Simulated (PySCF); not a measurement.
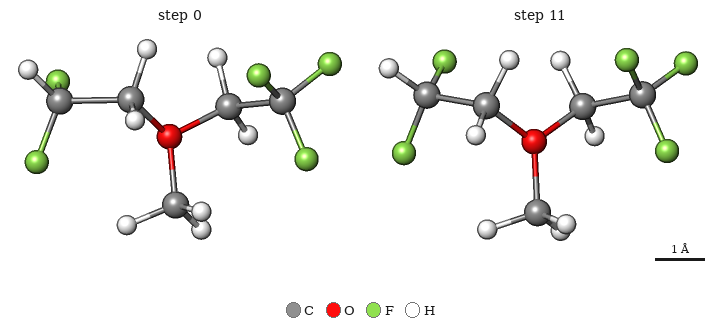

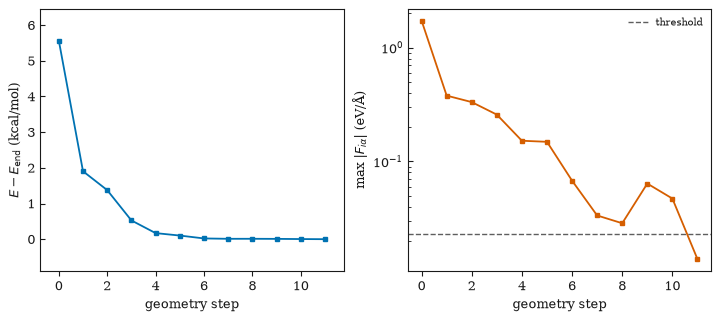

First and last geometry of a relaxation of C$_{5}$H$_{8}$F$_{5}$O (charge +1), with the history of the run. The picture is a ball-and-stick view, seen face on.

The start comes from GFN2-xTB.

Method: PBE0-D3(BJ)/def2-SVP geometry optimisation, gas phase (PySCF 2.14.0, density-fitted response routines). 

What do the curves and the structures tell?

Answer. It converged. An F atom moves most after the best rigid fit: 0.69 Å. By element the largest moves are F 0.69 Å, H 0.56 Å, O 0.41 Å, C 0.26 Å. Among the contacts that change: C–C 1.548 → 1.521 Å, C–O 1.457 → 1.472 Å, C–O 1.440 → 1.452 Å, C–F 1.339 → 1.333 Å. Bond angles that change, for instance: C–O–C 114.5° → 120.8°, C–O–C 112.9° → 119.0°, O–C–C 115.4° → 110.1°. After 11 geometry steps the energy has fallen by 5.57 kcal/mol. The largest force component goes from 1.7 to 0.014 eV/Å.
